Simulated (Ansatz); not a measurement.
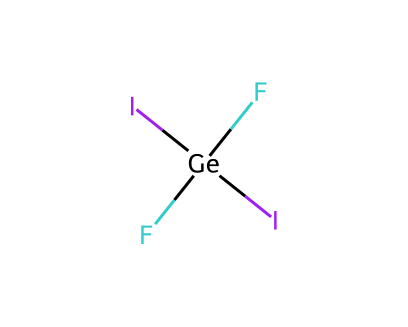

2D structure.

Write the SMILES.

[F][Ge]([F])([I])[I]

What is the molecular formula?

GeI2F2.

An optimisation with PBE0-D4/def2-TZVP gave a structure of which point group?

C2v.

More results for the same structure follow; atom numbers are the same in all pictures, views and colours differ. The computed structure is the end point of a PBE0-D4/def2-TZVP optimisation.

### Geometry

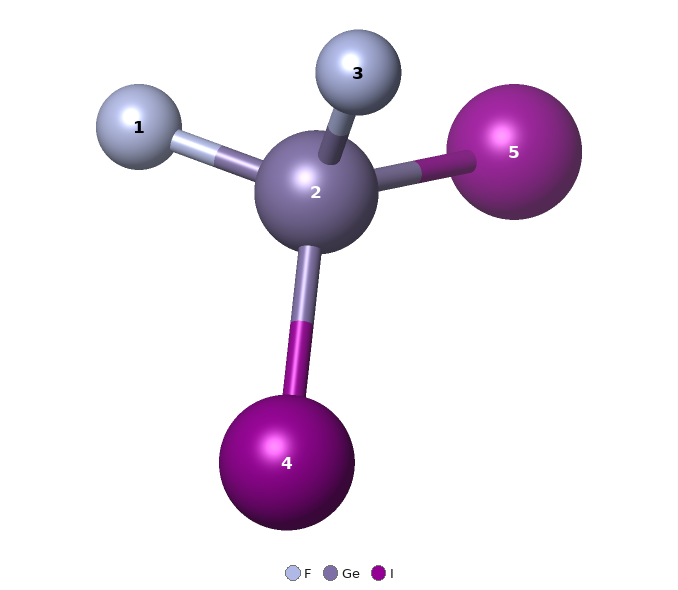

Atoms carry their numbers in the input.

Describe the coordination of atom 2.

Ge2 has 4 neighbours (F1 at 1.72, F3 at 1.72, I4 at 2.47, I5 at 2.47 Å); the arrangement is tetrahedral.

### Dipole moment

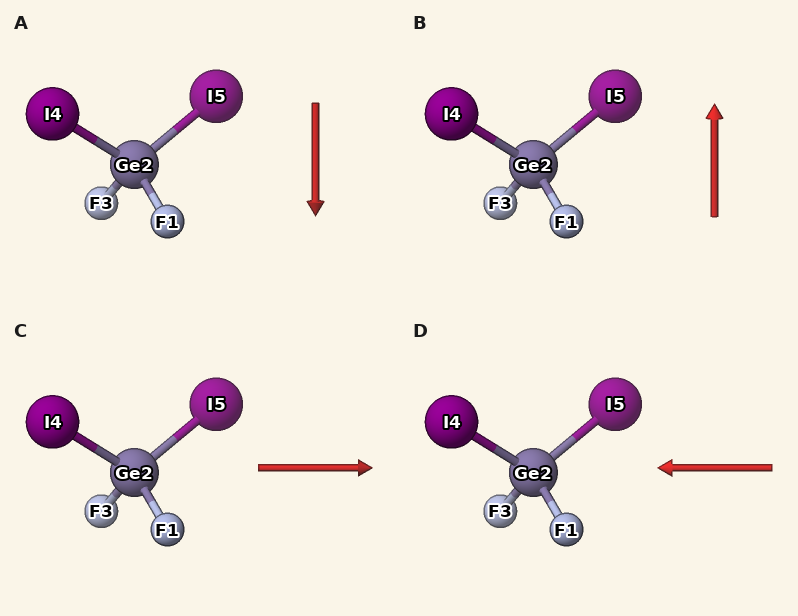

The same molecule four times, each with an arrow. Properties computed with RKS PBE-D4/def2-TZVPP, core potentials on I (Ansatz 0.2.0).

Which arrow points along the dipole moment, from the negative to the positive end?

B. The dipole moment is 2.05 D; it points from the side of F1, F3 to the side of I4, I5 (the outermost atoms at the two ends).

### Charges

The questions are on Mulliken charges. Method: RKS PBE0-D4/def2-TZVP, core potentials on I (Ansatz 0.2.0).

Give the Mulliken charges atom by atom.

| atom | value (e) |
| --- | --- |
| F1 | −0.33 |
| Ge2 | 0.98 |
| F3 | −0.33 |
| I4 | −0.16 |
| I5 | −0.16 |

### Vibrations

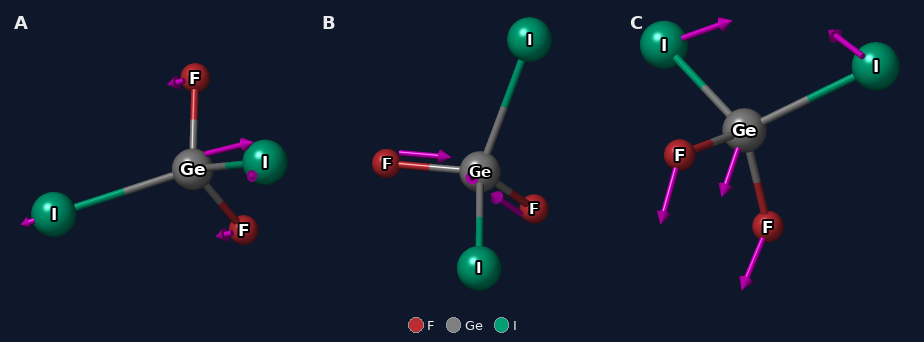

3 normal modes of one molecule or complex, as arrows. Harmonic vibrations computed with RKS PBE0-D4/def2-TZVP, core potentials on I (Ansatz 0.2.0) at a stationary point of the same level.

Match the panels to the wavenumbers 69 cm⁻¹, 317 cm⁻¹, 721 cm⁻¹.

A: 317 cm⁻¹
B: 721 cm⁻¹, in-phase stretching of 2 Ge–F bonds
C: 69 cm⁻¹, I–Ge–I bending

Mulliken values depend strongly on the basis set and can even reverse the polarity of a bond.
